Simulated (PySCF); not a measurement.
**C₃H₅Cl₃Ge (SMILES C=C[CH2][Ge]([Cl])([Cl])[Cl]): density, localisation and related maps**

Input

```
{"job": {"kind": "uv", "xc": "B3LYP", "basis": "def2-SVPD", "ip": false, "nstates": 15}, "charge": 0, "multiplicity": 1}
Ge    -0.167633    -0.598168    -1.573879
C     -0.143420    -0.830962     0.356312
C      0.595206     0.294135     0.996485
C      0.015104     1.363865     1.544306
H      0.319780    -1.812179     0.542974
H     -1.199731    -0.875893     0.663294
H      1.688938     0.237520     0.955413
H     -1.073725     1.469278     1.582308
H      0.610424     2.175131     1.969311
Cl     1.826919    -0.477185    -2.352740
Cl    -1.209255     1.204830    -2.078191
Cl    -1.147146    -2.233130    -2.554593
```

Command:

```sh
OMP_NUM_THREADS=1 python probes_run.py task.json out
```

Geometry: PBE0-D3(BJ)/def2-SVP.

Theory: PySCF 2.14.0, B3LYP/def2-SVPD, SCF density, gas phase.

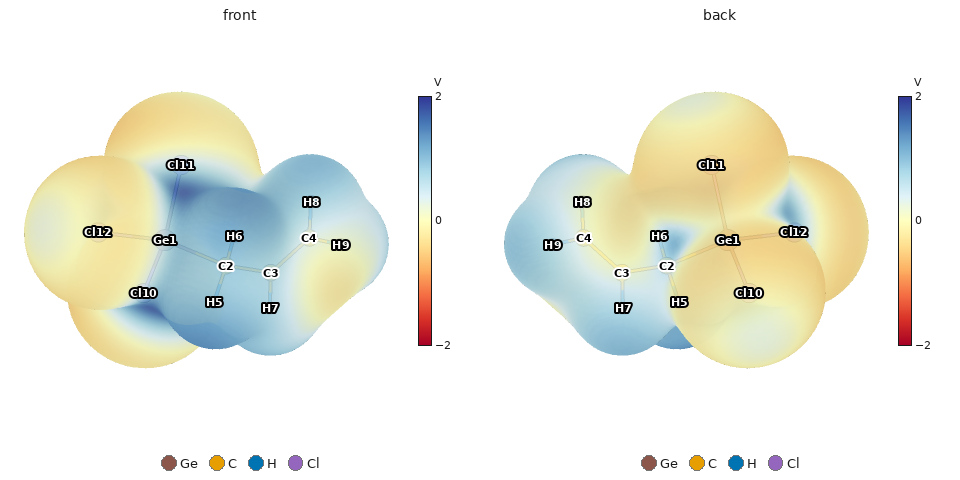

Figure 1. The molecular electrostatic potential painted on the density surface at 0.002 e/bohr³, seen from the front and from behind; the colour scale runs from red (negative) to blue (positive).

Q: Which sites attract a positive test charge, and which a negative one?

A: A positive charge is drawn to the negative regions and a negative charge to the positive ones. The most negative region (about −0.5 V) lies over Cl10, Cl11 and Cl12, the most positive (about +1.6 V) over Ge1. Cl10 shows a σ-hole: about +0.3 V at the tip opposite its bond, against about −0.3 V on its flanks. Cl11 shows a σ-hole: about +0.2 V at the tip opposite its bond, against about −0.3 V on its flanks. Cl12 shows a σ-hole: about +0.2 V at the tip opposite its bond, against about −0.3 V on its flanks.

Q: How polar is the molecule by this calculation?

A: Its dipole moment is 2.72 D.

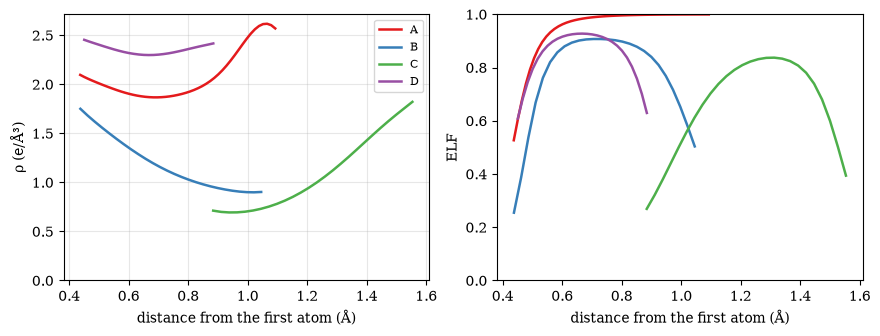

Figure 2. Total electron density and electron localisation function along straight lines between neighbouring atoms. The curves leave out the atomic cores.

Q: Which curve belongs to which contact (C–C, C–Ge, C–H and Ge–Cl)? The first atom named is at distance zero.

A: Curve A: C–H (1.09 Å): the density is about 2 e/Å³ at the midpoint; the ELF climbs to about 1 towards the hydrogen, as it does in any bond to H; an ordinary covalent bond to hydrogen. Curve B: C–Ge (1.94 Å): ρ is about 0.91 e/Å³ halfway; the ELF peaks at about 0.90 in the valence shell of C, 0.7 Å from its nucleus, and is about 0.70 at the midpoint. Curve C: Ge–Cl (2.14 Å): ρ at the midpoint is about 0.75 e/Å³; the ELF peaks at about 0.85 in the valence shell of Cl, 0.8 Å from its nucleus, and is about 0.65 at the midpoint. Curve D: C–C (1.33 Å): ρ at the midpoint is about 2.3 e/Å³; the ELF peaks at about 0.95 between the atoms (a multiple bond).
